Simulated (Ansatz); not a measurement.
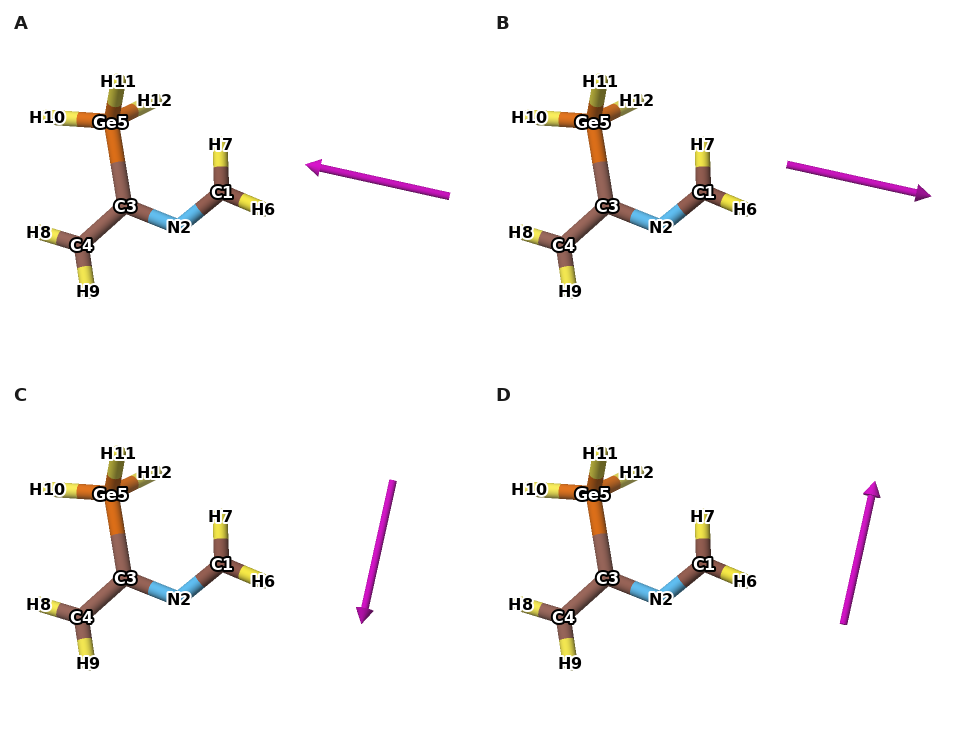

The same molecule four times, each with an arrow. The computed structure is the end point of a PBE0-D4/def2-TZVP optimisation. No frequency run is at hand to confirm it as a minimum. Method: RKS PBE-D4/def2-TZVPP (Ansatz 0.2.0).

### Which arrow points along the dipole moment, from the negative to the positive end?

D. The dipole moment is 0.70 D; it points from the side of H9 to the side of H11, H12 (the outermost atoms at the two ends).
